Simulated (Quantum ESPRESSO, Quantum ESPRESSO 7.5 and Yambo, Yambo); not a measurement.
## Beyond one shot: CdS (Hawleyite)

Wanted: G0W0 and self-consistent gaps of CdS (Hawleyite), with the cost of the cycles.

Calculated with Quantum ESPRESSO 7.5 and Yambo 5.3.0; PBE and many-body steps on it, plane waves.

**The experiments to reproduce.**

- Gap 2.42 eV: optical gap from inflexion point of photoacoustic spectrum, as-grown film; photoacoustic spectroscopy; film (as-grown chemical bath deposited film, about 0.25 um thick, deposited at 80 C) (“Study of the band--gap shift in CdS films: Influence of thermal annealing in different atmospheres”, 1995, arxiv:cond-mat/9501125).

### 1. The starting structure

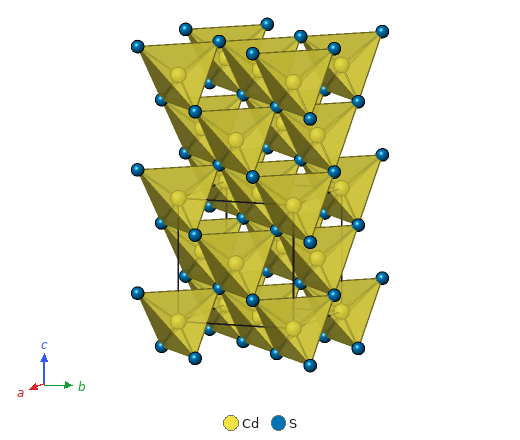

Start, viewed slightly off an axis; cadmium yellow, sulfur blue. 1×1×2 cells are drawn. This picture shows the conventional cell, with its axes. Some periodic images of atoms are drawn too.

The cell and positions come from the Crystallography Open Database and are kept as given unless a step says otherwise.

### 2. Empty states on the mesh, 4×4×4 mesh, 125 bands

This step: Quantum ESPRESSO 7.5; DFT, PBE, plane waves, norm-conserving pseudopotentials.

The sums over transitions need many empty states on a uniform mesh; this step solves for them.

pw.in reads:

```
&control
  calculation = 'nscf'
  prefix = 'x'
  outdir = 'o'
  pseudo_dir = 'pseudo'
/
&system
  ibrav = 0
  nat = 2
  ntyp = 2
  ecutwfc = 94.0
  nbnd = 125
  force_symmorphic = .true.
/
&electrons
  conv_thr = 1e-9
  electron_maxstep = 80
  diago_full_acc = .true.
  diago_thr_init = 5e-6
/
ATOMIC_SPECIES
  Cd 112.41 Cd.upf
  S 32.06 S.upf
CELL_PARAMETERS angstrom
  -0.0000000000 2.9165000000 2.9165000000
  2.9165000000 -0.0000000000 2.9165000000
  2.9165000000 2.9165000000 -0.0000000000
ATOMIC_POSITIONS crystal
  Cd 0.0000000000 0.0000000000 0.0000000000
  S 0.2500000000 0.2500000000 0.2500000000
K_POINTS automatic
  4 4 4 0 0 0
```

On the command line:

```bash
> OMP_NUM_THREADS=1 mpirun -n 4 pw.x -nk 4 -in pw.in > pw.out
```

The program printed:

```text
Program PWSCF v.7.5 starts

     This program is part of the open-source Quantum ESPRESSO suite
     for quantum simulation of materials; please cite
         "P. Giannozzi et al., J. Phys.:Condens. Matter 21 395502 (2009);
         "P. Giannozzi et al., J. Phys.:Condens. Matter 29 465901 (2017);
         "P. Giannozzi et al., J. Chem. Phys. 152 154105 (2020);
     in publications or presentations arising from this work. More details at

     Atomic positions and unit cell read from directory:
     o/x.save/

     Message from routine setup:
[...]
65.8940  67.6525  67.7258  67.7258  68.1298  68.1298  69.2984  69.8215
     [... 4 further rows ...]
    93.2452  93.2452  93.5800  93.5800  94.6266  95.5520  95.7502  95.7502
    95.9149  95.9149  98.1863  98.1863  98.8048

          k = 0.3536 0.0000 0.0000 (  5105 PWs)   bands (ev):

     [... further k-points ...]

     highest occupied, lowest unoccupied level (ev):     6.9821    8.1268

     XML data file, pseudopotentials, collected wavefunctions

=------------------------------------------------------------------------------=
   JOB DONE.
=------------------------------------------------------------------------------=
```

Run time: 14 s. Hardware: 4 MPI ranks of Arm Neoverse V1, shared host; peak memory 0.43 GiB; 56 s of CPU time.

This step gave:

```yaml
gap: 1.145 eV
k_of_the_valence_top: 0, 0, 0
k_of_the_conduction_bottom: 0, 0, 0
least_direct_gap: 1.145 eV
k_points_computed: 8
lowest_point_of_the_top_converged_band_above_the_valence_top: 89.8717 eV
```

On this mesh the gap is 1.145 eV.

The density comes from a self-consistent run that is not shown.

### 3. Conversion and set-up

This step: Yambo 5.3.0; conversion and set-up on PBE, plane waves, norm-conserving pseudopotentials.

The states are converted to the many-body program's format and the q mesh is built.

On the command line:

```bash
> (cd o/x.save; p2y > p2y.log; mv SAVE ../..); yambo > setup.log
```

The program printed:

```text
 Yambo, version 5.3.0

 [02] CORE Variables Setup
 =========================

  [02.01] Unit cells
  ==================

  Cell kind             :  FCC
  Atoms in the cell     :  Cd  S
  number of Cd atoms    :  1
  number of S  atoms    :  1

  List of atomic masses
  Mass of Cd    :  112.4100
  Mass of S     :  32.06000

  List of atomic coordinates    : [cc]
  Cd1       :  0.000000  0.000000  0.000000  order 1
  S1       :  2.755693  2.755693  2.755693  order 2

  Alat factors          :  5.511386  5.511386  5.511386 [a.u.]
  Direct lattice volume :  334.8209 [a.u.]
[...]
==========================================

 IBZ Q-points                                      :   8
 BZ  Q-points                                      :   64

 K/Q-points units:
 rlu = crystal or reduced units; cc = cartesian coordinates; iku = interal k-units

 Q [1]          [rlu]:  0.000000  0.000000  0.000000
 Q [2]          [rlu]: -0.40681E-17 -0.40681E-17  0.25000
 Q [3]          [rlu]:  0.81362E-17  0.81362E-17 -0.50000
[...]
Q [7]          [rlu]:  0.12428E-16 -0.50000     -0.50000
 Q [8]          [rlu]:  0.250000 -0.500000 -0.250000

  [03.01] X indexes
  =================

   [03.01.01] Sigma indexes
   ========================

 [06] Game Over & Game summary
```

Run time: 2.9 s. Hardware: 1 MPI rank; peak memory 0.25 GiB.

### 4. G0W0

Now the one-shot GW correction: screening in the RPA, then the self-energy of the levels asked for.

This step: G0W0 on PBE, plane waves, norm-conserving pseudopotentials.

gw1.in reads:

```
HF_and_locXC
gw0
dyson
ppa
em1d
rim_cut
RandQpts= 1000000
RandGvec= 1 RL
EXXRLvcs= 94 Ry
VXCRLvcs= 376 Ry
Chimod= "HARTREE"
% BndsRnXp
 1 | 125 |
%
NGsBlkXp= 12 Ry
% LongDrXp
 1 | 1 | 1 |
%
% GbndRnge
 1 | 125 |
%
DysSolver= "n"
ExtendOut
PPAPntXp= 27.21138 eV
% QPkrange
 1 | 8 | 5 | 17 |
%
```

On the command line:

```bash
> OMP_NUM_THREADS=1 mpirun -n 4 yambo -F gw1.in -J gw1 -C gw1 > gw1.log
```

The program printed:

```text
 Yambo, version 5.3.0

 [02] CORE Variables Setup
 =========================

  [... cell, symmetries and grids as in the set-up ...]

  [02.05] Energies & Occupations
  ==============================

  [X] === General ===
  [X] Electronic Temperature                        :  0.000000  0.000000 [eV K]
  [X] Bosonic    Temperature                        :  0.000000  0.000000 [eV K]
  [X] Finite Temperature mode                       : no
  [X] El. density                                   :  0.52403E+24 [cm-3]
  [X] Fermi Level                                   :  6.982057 [eV]

  [X] === Gaps and Widths ===
  [X] Conduction Band Min                           :  1.144724 [eV]
  [X] Valence Band Max                              :  0.000000 [eV]
  [X] Filled Bands                                  :  13
  [X] Empty Bands                                   :   14  125
  [X] Direct Gap                                    :  1.144724 [eV]
  [X] Direct Gap localized at k                     :  1
  [X] Indirect Gap                                  :  1.144724 [eV]
  [X] Indirect Gap between kpts                     :  1  1
  [X] Last valence band width                       :  2.183510 [eV]
  [X] 1st conduction band width                     :  4.279643 [eV]

 [03] Transferred momenta grid and indexing
 ==========================================

 IBZ Q-points                                      :   8
 BZ  Q-points                                      :   64

 K/Q-points units:
 rlu = crystal or reduced units; cc = cartesian coordinates; iku = interal k-units

 Q [1]          [rlu]:  0.000000  0.000000  0.000000
 Q [2]          [rlu]: -0.40681E-17 -0.40681E-17  0.25000
 Q [3]          [rlu]:  0.81362E-17  0.81362E-17 -0.50000
 Q [4]          [rlu]: -0.62139E-17  0.25000      0.25000
 Q [5]          [rlu]: -0.38278E-17  0.25000      0.50000
 Q [6]          [rlu]:  0.81362E-17  0.25000     -0.25000
 Q [7]          [rlu]:  0.12428E-16 -0.50000     -0.50000
 Q [8]          [rlu]:  0.250000 -0.500000 -0.250000

 [04] Coloumb potential Random Integration (RIM)
 ===============================================

  [04.01] RIM initialization
  ==========================

  * Diagonal components only detected *

  8 x (sBL volume)        :  0.092606 [a.u.]
  sBZ random points       :  1000000
  Points outside the sBZ  :   7987327
  RL volume               :  0.740845 [a.u.]
  Integrated volume       :  0.742020 [a.u.]

  [04.02] RIM integrals
  =====================

  Gamma point sphere radius             :  0.082066 [a.u.]
  Points outside the sphere             :   799513
  [Int_sBZ(q=0) 1/q^2]*(Vol_sBZ)^(-1/3) =:  7.764325
                                 should be <:  7.795600

  Summary of Coulomb integrals for non-metallic bands |Q|[au] RIM/Bare

  Q [1] 0.100000E-4 0.995988 * Q [2] 0.246825 1.065884
  Q [4] 0.285009 1.064810 * Q [6] 0.403064 1.027704
  Q [5] 0.472634 1.020409 * Q [3] 0.493651 1.018308
  Q [7] 0.570019 1.014905 * Q [8] 0.637300 1.011860

 [05] Dipoles
 ============

  [05.01] Setup: observables and procedures
  =========================================

 [06] Dynamic Dielectric Matrix (PPA)
 ====================================

 [WR./gw1//ndb.pp]---------------------------------------------------------------
  Brillouin Zone Q/K grids (IBZ/BZ)                :    8   64    8   64
  RL vectors                                       :   6183 [WF]
  Coulomb cutoff potential                         : none
  Electronic Temperature                           :  0.000000 [K]
  Bosonic    Temperature                           :  0.000000 [K]
  PPA    diel. fun.  energies                      : Perdew, Burke & Ernzerhof(X)+Perdew, Burke & Ernzerhof(C)
  wavefunctions                                    : Perdew, Burke & Ernzerhof(X)+Perdew, Burke & Ernzerhof(C)
  Global Gauge                                     : length
  X matrix size                                    :  283
  X band range                                     :    1  125
  X e/h energy range                               : -1.000000 -1.000000 [eV]
  X Time ordering                                  : R
  X Hxc Kernel                                     : HARTREE
  X Drude frequency                                :  0.000000  0.000000
  X poles                                          :  100.0000 [o/o]
  RL vectors in the sum                            :   6183
  [r,Vnl] included                                 : yes
  Field direction                                  :  0.577350E-5  0.577350E-5  0.577350E-5
  BZ energy Double Grid                            : no
  BZ energy DbGd points                            : 0
  BZ Q point size factor                           : -1.000000
  X Optical Averaged directions                    : none

 [07] Local Exchange-Correlation + Non-Local Fock
 ================================================

 [VXC] Plane waves :   41151
 [EXS] Plane waves :   5161

 QP @ state[ 1 ] K range:   1   8
 QP @ state[ 1 ] b range:   5  17

 [xc] Functional : Perdew, Burke & Ernzerhof(X)+Perdew, Burke & Ernzerhof(C)
 [xc] LIBXC used to calculate xc functional
  PP Number of Atomic Species                      :  2
  NLCC RL compoments                               :   41151
  PP Number of Atomic Species                      :  2
  NLCC RL compoments                               :   41151

 [xc] E_xc :  -17.59455 [Ha]
      E_xc :  -35.18910 [Ry]

  Local XC kind (lXC) : Perdew, Burke & Ernzerhof(X)+Perdew, Burke & Ernzerhof(C)
  Non-Local XC kind (nlXC) : Hartree-Fock

  Corrections @ K [1] :  [eV]
 <5|nlXC|5> = -21.07888 -0.10299E-16 <5|lXC|5> = -13.24968 -0.37763E-15
 <6|nlXC|6> = -32.37621 -0.45728E-17 <6|lXC|6> = -24.58813  0.18882E-15
 <7|nlXC|7> = -32.37624 -0.15939E-17 <7|lXC|7> = -24.58812 -0.18882E-15
 <8|nlXC|8> = -32.37619 -0.28777E-17 <8|lXC|8> = -24.58812  0.18882E-15
 <9|nlXC|9> = -33.80223 -0.27816E-16 <9|lXC|9> = -26.00962 -0.94408E-16
 <10|nlXC|10> = -33.80223  0.62805E-17 <10|lXC|10> = -26.00962  0.000000
[...]
Corrections @ K [2] :  [eV]
[...]
Corrections @ K [3] :  [eV]
[...]
Corrections @ K [4] :  [eV]
[...]
Corrections @ K [5] :  [eV]
[...]
[... 2 further k-points ...]
  Corrections @ K [8] :  [eV]
[...]
<15|nlXC|15> = -6.183016 -0.34718E-18 <15|lXC|15> = -10.21302  0.35403E-16
 <16|nlXC|16> = -4.973983 -0.22983E-18 <16|lXC|16> = -9.945320  0.000000
 <17|nlXC|17> = -5.002787 -0.16180E-17 <17|lXC|17> = -9.439309 -0.39091E-16

  [07.01] Hartree-Fock occupations report
  =======================================

  [Hartree-Fock] === General ===
  [Hartree-Fock] Electronic Temperature             :  0.000000  0.000000 [eV K]
  [Hartree-Fock] Bosonic    Temperature             :  0.000000  0.000000 [eV K]
  [Hartree-Fock] Finite Temperature mode            : no
  [Hartree-Fock] El. density                        :  0.52403E+24 [cm-3]
  [Hartree-Fock] Fermi Level                        :  6.982057 [eV]

  [Hartree-Fock] === Gaps and Widths ===
  [Hartree-Fock] Conduction Band Min                :  5.044058 [eV]
  [Hartree-Fock] Valence Band Max                   : -2.954277 [eV]
  [Hartree-Fock] Filled Bands                       :  13
  [Hartree-Fock] Empty Bands                        :   14  125
  [Hartree-Fock] Direct Gap                         :  7.998335 [eV]
  [Hartree-Fock] Direct Gap localized at k          :  1
  [Hartree-Fock] Indirect Gap                       :  7.998335 [eV]
  [Hartree-Fock] Indirect Gap between kpts          :  1  1
  [Hartree-Fock] Last valence band width            :  2.932915 [eV]
  [Hartree-Fock] 1st conduction band width          :  5.626925 [eV]

 [08] Dyson equation: Newton solver
 ==================================

  [08.01] G0W0 (W PPA)
  ====================

  [  GW  ] Bands range     :    1  125
  [GW/PPA] G damping       :  0.100000 [eV]

  QP @ state[ 1 ] K range:   1   8
  QP @ state[ 1 ] b range:   5  17

   Sc/G bands                                       :    1  125
   Sc/G damping                                     :  0.100000 ev
   Sc bands terminator                              : no
   Sx RL components                                 :   5161

   QP @ state[ 1 ] K range                          :   1   8
   QP @ state[ 1 ] b range                          :   5  17
   GF energies kind                                 : Perdew, Burke & Ernzerhof(X)+Perdew, Burke & Ernzerhof(C)
   GF WF`s kind                                     : Perdew, Burke & Ernzerhof(X)+Perdew, Burke & Ernzerhof(C)
   Xs energies kind                                 : Perdew, Burke & Ernzerhof(X)+Perdew, Burke & Ernzerhof(C)
   Xs WF`s kind                                     : Perdew, Burke & Ernzerhof(X)+Perdew, Burke & Ernzerhof(C)

 [11] Game Over & Game summary
```

It took 13 min on 4 MPI ranks; peak memory 2.1 GiB; 50 min of CPU time.

This step gave:

```yaml
g0w0_gap_on_the_mesh: 2.129 eV
starting_gap_on_the_mesh: 1.145 eV
k_of_the_valence_top: 0, 0, 0
k_of_the_conduction_bottom: 0, 0, 0
least_direct_g0w0_gap_on_the_computed_points: 2.129 eV
z_at_the_valence_top: 0.7863
z_at_the_conduction_bottom: 0.8158
```

The gap on the mesh goes from 1.14 eV to 2.13 eV, a correction of +0.98 eV.

### 5. evGW0, cycle 1

This step: evGW0 on PBE, plane waves, norm-conserving pseudopotentials.

gw2.in, as its differences from gw1.in of step 4:

```diff
@@ -27 +27,2 @@
 %
+GfnQPdb= "E < ./gw1/ndb.QP"
```

On the command line:

```bash
> OMP_NUM_THREADS=1 mpirun -n 4 yambo -F gw2.in -J gw2,gw1_W -C gw2 > gw2.log
```

The program printed:

```text
 Yambo, version 5.3.0

 [02] CORE Variables Setup
 =========================

  [... cell, symmetries and grids as in the set-up ...]

  [02.05] Energies & Occupations
  ==============================

  [X] === General ===
  [X] Electronic Temperature                        :  0.000000  0.000000 [eV K]
  [X] Bosonic    Temperature                        :  0.000000  0.000000 [eV K]
  [X] Finite Temperature mode                       : no
  [X] El. density                                   :  0.52403E+24 [cm-3]
  [X] Fermi Level                                   :  6.982057 [eV]

  [X] === Gaps and Widths ===
  [X] Conduction Band Min                           :  1.144724 [eV]
  [X] Valence Band Max                              :  0.000000 [eV]
  [X] Filled Bands                                  :  13
  [X] Empty Bands                                   :   14  125
  [X] Direct Gap                                    :  1.144724 [eV]
  [X] Direct Gap localized at k                     :  1
  [X] Indirect Gap                                  :  1.144724 [eV]
  [X] Indirect Gap between kpts                     :  1  1
  [X] Last valence band width                       :  2.183510 [eV]
  [X] 1st conduction band width                     :  4.279643 [eV]

 [03] Transferred momenta grid and indexing
 ==========================================

 IBZ Q-points                                      :   8
 BZ  Q-points                                      :   64

 K/Q-points units:
 rlu = crystal or reduced units; cc = cartesian coordinates; iku = interal k-units

 Q [1]          [rlu]:  0.000000  0.000000  0.000000
 Q [2]          [rlu]: -0.40681E-17 -0.40681E-17  0.25000
 Q [3]          [rlu]:  0.81362E-17  0.81362E-17 -0.50000
[...]
[G+QP] Indirect Gap                               :  2.128783 [eV]
  [G+QP] Indirect Gap between kpts                  :  1  1
  [G+QP] Last valence band width                    :  2.380726 [eV]
  [G+QP] 1st conduction band width                  :  4.726909 [eV]

  [coarse-grid] Minimum Bare Gap        [ev]:  1.144724
  [coarse-grid] Minimum Gap Correction  [ev]:  0.984060

  Eqp @ K [1]
  -101.7801  -62.7790  -62.7790  -62.7790  -12.0112   -8.2141   -8.2142   -8.2140
   -7.73985     -7.73984    -0.850695E-5   0.00000    -0.658060E-5   2.12878      7.77601      7.77609
    7.77597  12.57540  12.57540  12.64534  14.52083  14.52083  14.52083  16.82830
[...]
Eqp @ K [2]
[...]
Eqp @ K [3]
[...]
Eqp @ K [4]
[...]
Eqp @ K [5]
[...]
[... 2 further k-points ...]
  Eqp @ K [8]
[...]
8.96297  12.28642  14.30695  14.32237  14.51660  16.98471  19.05214  20.56330
   20.59964  21.20173  22.23564  22.24895  24.56582  26.82003  26.85571  28.40652

 [07] Dipoles
 ============

  [07.01] Setup: observables and procedures
  =========================================

 [08] Dynamic Dielectric Matrix (PPA)
 ====================================

   Sc/G bands                                       :    1  125
   Sc/G damping                                     :  0.100000 ev
   Sc bands terminator                              : no
   Sx RL components                                 :   5161

   QP @ state[ 1 ] K range                          :   1   8
   QP @ state[ 1 ] b range                          :   5  17
   GF energies kind                                 : Perdew, Burke & Ernzerhof(X)+Perdew, Burke & Ernzerhof(C)+ E < ./gw1/ndb.QP + @E Fit
   GF WF`s kind                                     : Perdew, Burke & Ernzerhof(X)+Perdew, Burke & Ernzerhof(C)
   Xs energies kind                                 : Perdew, Burke & Ernzerhof(X)+Perdew, Burke & Ernzerhof(C)
   Xs WF`s kind                                     : Perdew, Burke & Ernzerhof(X)+Perdew, Burke & Ernzerhof(C)

 [13] Game Over & Game summary
```

Wall time 11 min (4 MPI ranks); peak memory 2 GiB.

This step gave:

```yaml
quasiparticle_gap_on_the_mesh: 2.237 eV
gap_of_the_density_functional_on_the_mesh: 1.145 eV
k_of_the_valence_top: 0, 0, 0
k_of_the_conduction_bottom: 0, 0, 0
least_direct_quasiparticle_gap_on_the_computed_points: 2.237 eV
z_at_the_valence_top: 0.7896
z_at_the_conduction_bottom: 0.8265
```

Against G0W0 in Yambo (4×4×4 mesh, 125 bands, screening to 163.3 eV, Godby-Needs plasmon pole), the gap moves by +0.108 eV.

The program's own table gives 2.407 eV, which is too large where the input levels are shifted: this version takes Σc at the unshifted level E₀, yet steps from the shifted one. The value above is the Newton step from E₀, E₀ + Z(Σc + Σx − Vxc), rebuilt from the printed columns.

### 6. evGW0, cycle 2

The corrected levels of the last cycle go back in.

gw3.in, as its differences from gw2.in of step 5:

```diff
@@ -27,2 +27,2 @@
 %
-GfnQPdb= "E < ./gw1/ndb.QP"
+GfnQPdb= "E < ./gw2_fix/ndb.QP"
```

On the command line:

```bash
> OMP_NUM_THREADS=1 mpirun -n 4 yambo -F gw3.in -J gw3,gw1_W -C gw3 > gw3.log
```

The program printed:

```text
 Yambo, version 5.3.0

 [02] CORE Variables Setup
 =========================

  [... cell, symmetries and grids as in the set-up ...]

  [02.05] Energies & Occupations
  ==============================

  [X] === General ===
  [X] Electronic Temperature                        :  0.000000  0.000000 [eV K]
  [X] Bosonic    Temperature                        :  0.000000  0.000000 [eV K]
  [X] Finite Temperature mode                       : no
  [X] El. density                                   :  0.52403E+24 [cm-3]
[...]
Sx RL components                                 :   5161

   QP @ state[ 1 ] K range                          :   1   8
   QP @ state[ 1 ] b range                          :   5  17
   GF energies kind                                 : Perdew, Burke & Ernzerhof(X)+Perdew, Burke & Ernzerhof(C)+ E < ./gw1/ndb.QP + @E Fit+ E < ./gw2_fix/
   GF WF`s kind                                     : Perdew, Burke & Ernzerhof(X)+Perdew, Burke & Ernzerhof(C)
   Xs energies kind                                 : Perdew, Burke & Ernzerhof(X)+Perdew, Burke & Ernzerhof(C)
   Xs WF`s kind                                     : Perdew, Burke & Ernzerhof(X)+Perdew, Burke & Ernzerhof(C)

 [13] Game Over & Game summary
```

Elapsed: 11 min, on 4 MPI ranks; peak memory 2 GiB; 46 min of CPU time.

Numbers from this step:

```yaml
quasiparticle_gap_on_the_mesh: 2.249 eV
gap_of_the_density_functional_on_the_mesh: 1.145 eV
k_of_the_valence_top: 0, 0, 0
k_of_the_conduction_bottom: 0, 0, 0
least_direct_quasiparticle_gap_on_the_computed_points: 2.249 eV
```

Against the cycle before, the gap moves by +0.013 eV.

The program's own table gives 2.437 eV, which is too large where the input levels are shifted: this version takes Σc at the unshifted level E₀, yet steps from the shifted one. The value above is the Newton step from E₀, E₀ + Z(Σc + Σx − Vxc), rebuilt from the printed columns.

(Part 1 of 2 ends here.)

[Paths, hosts, dates, memory and timing lines, banners, echoed tables and standing remarks are left out of the program output.]

[Logs are printed without paths, hosts, clocks, repeated set-up lines and the standing remarks that a program may print on its own settings, such as how far it seeks lower states.]

[Runs of the session that timed out or met a known fault of the program may be left out.]

[Hosts, paths, dates, database ids (printed as entryN), source tags and the programs' standing remarks are cut or masked in the printed files.]
